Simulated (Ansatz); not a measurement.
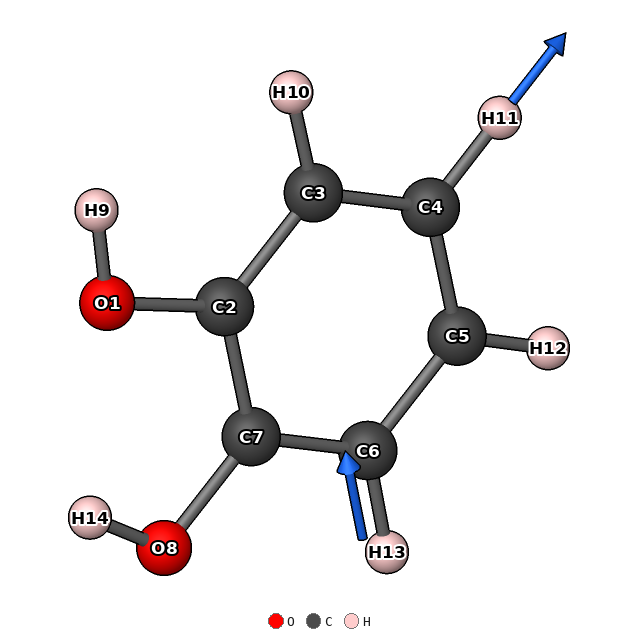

The arrows show one normal mode. Harmonic vibrations computed with RKS PBE0-D4/def2-TZVP (Ansatz 0.2.0) at a stationary point of the same level.

### Describe the motion.

Mostly out-of-phase stretching of 2 C–H bonds.

### Estimate its harmonic wavenumber.

3212 cm⁻¹; it is mode 33 of 36 counted from the lowest.
